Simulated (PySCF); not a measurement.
# C2H3NO2: the cost of one run

Programs: PySCF 2.14.0, with routines of our own; each step states its level. All values are computed. Atoms count from 0.

## 1. The starting structure

8 atoms, charge 0, multiplicity 1; geometry from: GFN2-xTB.

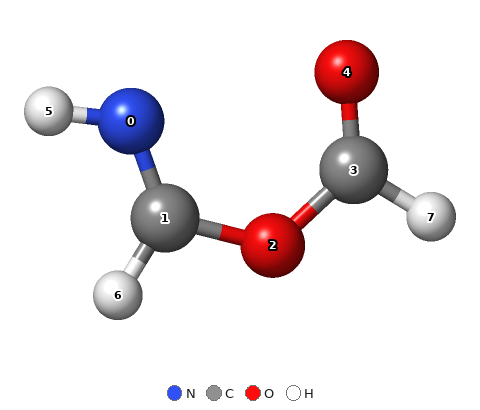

The starting geometry (nitrogen blue, carbon grey, oxygen red, hydrogen white).

## 2. Magnetic properties: GIAO BHandHLYP/pcSseg-1

The job: settings as JSON, then the geometry in Å.

```
{"job": {"kind": "mag", "xc": "BHandHLYP", "basis": "pcSseg-1", "isotopologues": 2}, "charge": 0, "multiplicity": 1}
N     -1.079753     0.852631    -0.459097
C     -0.899186    -0.159080     0.244195
O      0.320262    -0.715416     0.466935
C      1.463218    -0.222032    -0.056230
O      1.607773     0.720955    -0.757221
H     -2.036207     1.172414    -0.549584
H     -1.643280    -0.759584     0.786448
H      2.276230    -0.880475     0.299990
```

Method: GIAO BHandHLYP/pcSseg-1 magnetisability, rotational g tensor and spin-rotation constants, non-relativistic, gas phase.

Command:

```console
$ OMP_NUM_THREADS=1 python excited_run.py task.json out
```

The driver reads the jobs from task.json and runs them one after another.

Q: Estimate the wall time and peak memory of this first job on 1 thread of Arm Neoverse V1, shared host.

About 7.2 s, with a peak of 0.45 GiB.
